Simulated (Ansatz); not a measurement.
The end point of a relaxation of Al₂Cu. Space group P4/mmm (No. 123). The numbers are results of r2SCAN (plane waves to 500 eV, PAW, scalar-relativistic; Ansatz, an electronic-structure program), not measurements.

```cif
data_Al2Cu
_chemical_formula_sum 'Al2 Cu1'
_space_group_name_H-M_alt 'P 1'
_space_group_IT_number 1
_cell_length_a 3.38465
_cell_length_b 3.38465
_cell_length_c 5.24183
_cell_angle_alpha 90.000
_cell_angle_beta 90.000
_cell_angle_gamma 90.000
loop_
_space_group_symop_operation_xyz
  'x, y, z'
loop_
_atom_site_label
_atom_site_type_symbol
_atom_site_fract_x
_atom_site_fract_y
_atom_site_fract_z
_atom_site_occupancy
Al1 Al 0.00000 0.00000 0.50000 1
Al2 Al 0.00000 0.00000 0.00000 1
Cu1 Cu 0.50000 0.50000 0.50000 1
```

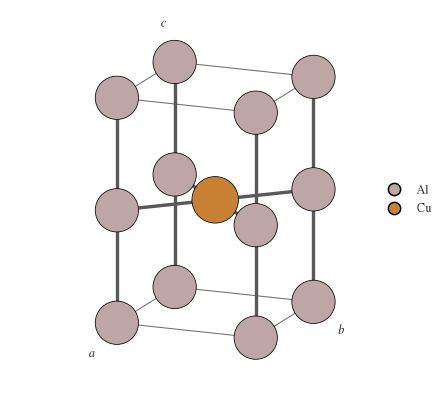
*The conventional cell of the relaxed structure*

| Property | Value |
|---|---|
| Volume per atom | 20.02 Å³ |
| Band gap | zero (metallic) |
| Shortest distances | Al–Cu 2.39 Å; Al–Al 2.62 Å; Cu–Cu 3.38 Å |
| k-mesh | 14×14×9 |

No spin polarisation in the result.

The run could not lose the symmetry of its start.

All atoms sit on sites fixed by symmetry, so only the cell could relax.

The first start was generated by a random draw of sites in a space group. Materials Project lists a structure of Al2Cu in the same space group, P4/mmm (No. 123); the sites were not compared with it, nor with measured phases. Known forms of Al2Cu include space group No. 140.
